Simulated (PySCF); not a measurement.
SMILES c1(ccco1)CCc1occc1 (C₁₀H₁₀O₂) at its GFN2-xTB optimised geometry (Å):

```
22

C     -2.2371    -4.2616     1.6689
C     -3.0652    -3.2788     1.2282
O     -2.4065    -2.1107     1.1349
C     -1.1319    -2.3346     1.5220
C     -0.1657    -1.2031     1.4775
C      0.3505    -0.9719     0.0414
C      1.3385     0.1407     0.0000
C      2.7023     0.1407     0.0000
C      3.1012     1.5005    -0.0062
C      1.9514     2.2239    -0.0053
O      0.8804     1.4114     0.0000
C     -0.9743    -3.6470     1.8579
H     -2.4864    -5.2889     1.8385
H     -4.1028    -3.2796     0.9595
H      0.6765    -1.4248     2.1339
H     -0.6555    -0.2916     1.8253
H     -0.4980    -0.7297    -0.6012
H      0.8226    -1.8843    -0.3248
H      3.3425    -0.7177    -0.0018
H      4.1028     1.8788    -0.0112
H      1.7660     3.2796    -0.0106
H     -0.0756    -4.1161     2.2026
```

Method: PBE0/def2-SVP (PySCF). Cells within 0.4 Å of a nucleus heavier than hydrogen are left out (blank, or x).

Map of the Laplacian of the electron density (e/bohr⁵), clipped to [-1.50, 1.50] on the plane z = 0.0 Å:

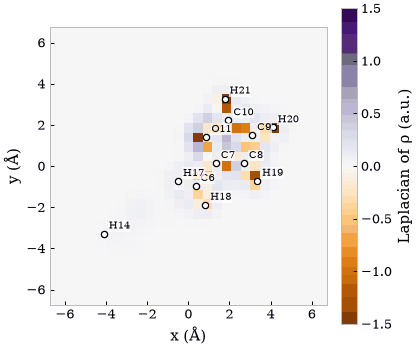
Fig. 1. Laplacian of the electron density (e/bohr⁵), clipped to [-1.50, 1.50] on the plane z = 0.0 Å.
